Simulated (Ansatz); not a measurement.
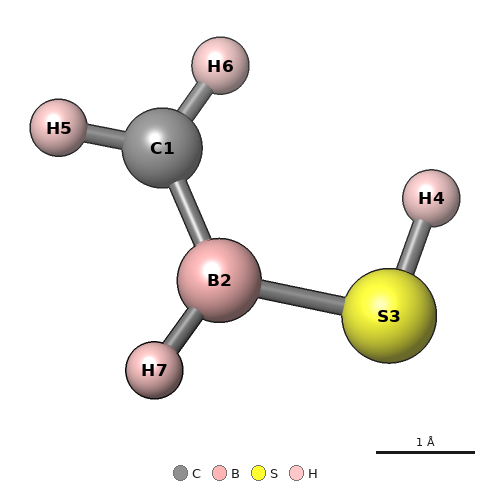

Orthographic view. Distant atoms are faded towards the background colour. State: neutral, doublet. Computed geometry: PBE0-D4/def2-TZVP optimisation. No frequency run is at hand to confirm it as a minimum.

Give the geometry as a Z-matrix, atoms in numerical order, with these reference atoms: 2 to 1; 3 to 2, 1; 4 to 3, 2, 1; 5 to 1, 2, 3; 6 to 1, 5, 2; 7 to 2, 1, 5.

```
C  
B    1   1.516
S    2   1.787   1   123.0
H    3   1.345   2    98.9   1     0.0
H    1   1.086   2   122.3   3   180.0
H    1   1.087   5   114.4   2   180.0
H    2   1.195   1   122.8   5     0.0
```
